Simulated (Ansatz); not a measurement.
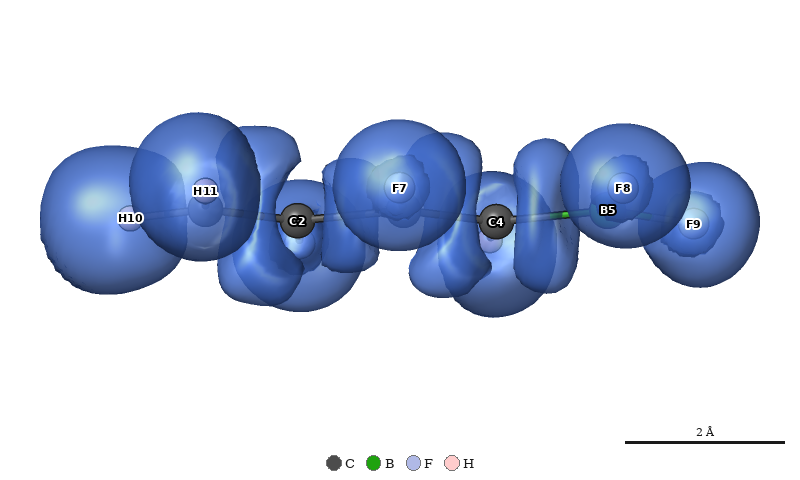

The picture shows: C₄H₃BF₄ (SMILES C=C(F)/C(F)=C/B(F)F). Isosurface of the electron localisation function at 0.75 (blue), seen from one side. Core shells and regions of very low density are left out.

Geometry: B3LYP/def2-SVP.

Computed with Ansatz, isolated molecule in a Gaussian basis; Kohn-Sham density functional theory, functional PBE0.

Input file:

```
crystal:
  periodic: [false, false, false]
  atoms:
    - symbol: C
      position_ang: [0.821332, -0.142059, -0.146361]
    - symbol: C
      position_ang: [-0.256132, 0.457713, -0.661829]
    - symbol: C
      position_ang: [-1.615889, -0.094463, -0.675429]
    - symbol: C
      position_ang: [-2.704175, 0.505232, -1.193553]
    - symbol: B
      position_ang: [-4.131397, -0.084064, -1.204732]
    - symbol: F
      position_ang: [-0.169086, 1.667318, -1.232610]
    - symbol: F
      position_ang: [-1.682401, -1.298903, -0.102980]
    - symbol: F
      position_ang: [-4.435754, -1.266303, -0.695163]
    - symbol: F
      position_ang: [-5.126523, 0.605874, -1.746237]
    - symbol: H
      position_ang: [1.795386, 0.347851, -0.183274]
    - symbol: H
      position_ang: [0.727935, -1.124846, 0.313042]
    - symbol: H
      position_ang: [-2.528686, 1.488469, -1.635038]
basis:
  gaussian:
    orbitals: def2-SVPD
hamiltonian:
  xc: {name: PBE0}
output:
  forces: true
  orbitals: {seedname: orbitals}
```

Command:

```sh
ansatz run input.yaml --threads 4 --pin off --max-ram 7830MiB --events-out events.jsonl --progress --plain --runs-dir runs
```

> What do the ELF domains correspond to?

The surface consists of one region between bonded B–C atoms (shared pairs), three regions between bonded C–C atoms (shared pairs), three regions around hydrogen nuclei and four regions on F in which the atom's valence shell and bonds are merged. Profiles from the grid: B–F (1.32 Å): the ELF peaks at about 0.85 between the atoms, as expected for a polar covalent bond. C–F (1.34 Å): the ELF peaks at about 0.85 between the atoms; a shared but strongly polarised pair.
